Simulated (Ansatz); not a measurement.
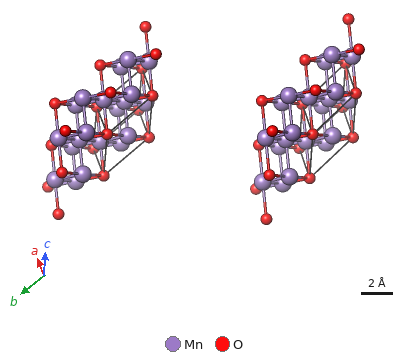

Two geometries of a crystal of Mn₃O (a generated structure, set up in Im-3m), drawn at one scale. One is the start of a relaxation, the other its converged end. The picture is a ball-and-stick view of the cell of the calculation, repeated 1 × 2 × 2 with one cell outlined, seen from a free direction.

These are results of DFT PBE, scalar-relativistic, plane waves, PAW (Ansatz 0.2.0), not measurements. Set-up: plane-wave cutoff 420 eV; k-point mesh 14 × 14 × 14; occupations gaussian; smearing width 0.1 eV; collinear spin; cell and atoms relaxed; force threshold 0.01 eV/Å; at most 80 steps.

Question: Which of the two is the end point?

Answer: The right one is the relaxed one. No atom moves by more than 0.005 Å relative to the cell. Cell: a = b = c 3.983 → 3.997 Å (+0.3 %), α 109.5° → 112.6°, β 109.5° → 103.5°, γ 109.5° → 112.6°. Volume +0.2 %. Near-neighbour distances that change, for instance: Mn–Mn 2.300 → 2.475 Å, Mn–O 2.300 → 2.475 Å, Mn–O 2.300 → 2.219 Å, Mn–Mn 2.300 → 2.219 Å. The space group (tolerance 0.01 Å) goes from Im-3m (No. 229) to I4/mmm (No. 139). The energy falls by 50.5 meV per atom in 5 accepted moves (7 points after the start). All forces vanish by symmetry, so only the cell relaxes. Pressure: −1.17 GPa at the start and 0.00 GPa at the end. The SCF was repeated twice at an unchanged geometry on a basis and grid sized afresh for the cell, which shifted the energy by 1.4 meV per atom at most.
